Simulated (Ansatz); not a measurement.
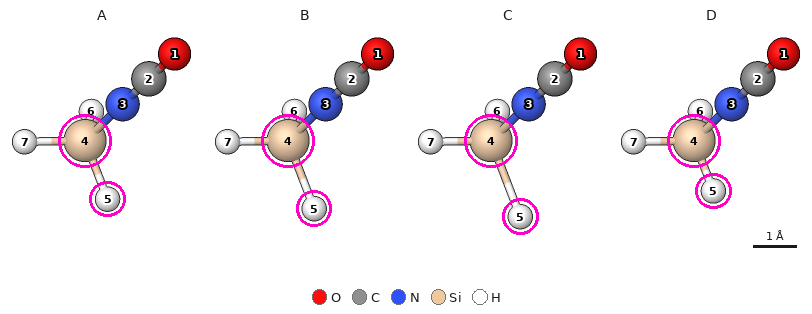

A scan of CH₃NOSi: the Si4–H5 distance is varied, with the rest of the molecule carried along rigidly. The picture is a ball-and-stick view, seen from a free direction. The ringed atoms are those of the scanned coordinate.

Single-point energies from Ansatz with PBE-D4 in the def2-TZVPP basis, on geometries moved rigidly from the minimum at PBE0-D4/def2-TZVP. Energies are counted from the PBE0-D4/def2-TZVP minimum geometry at the same level.

Rank the frames from lowest to highest energy.

Answer. Lowest first: A (the distance 1.482 Å, 0.0 kJ/mol), B (the distance 1.723 Å, 31.5 kJ/mol), D (the distance 1.274 Å, 54.5 kJ/mol), C (the distance 1.926 Å, 85.0 kJ/mol). Over the whole scan: of the computed points the lowest is at the distance 1.482 Å, 0.0 kJ/mol. The end points stand at 54.5 kJ/mol (1.274 Å) and 85.0 kJ/mol (1.926 Å). The curvature at the lowest point is about 18 eV/Å² (2.9 mdyn/Å). The well is steeper on the short side, as for any bond.
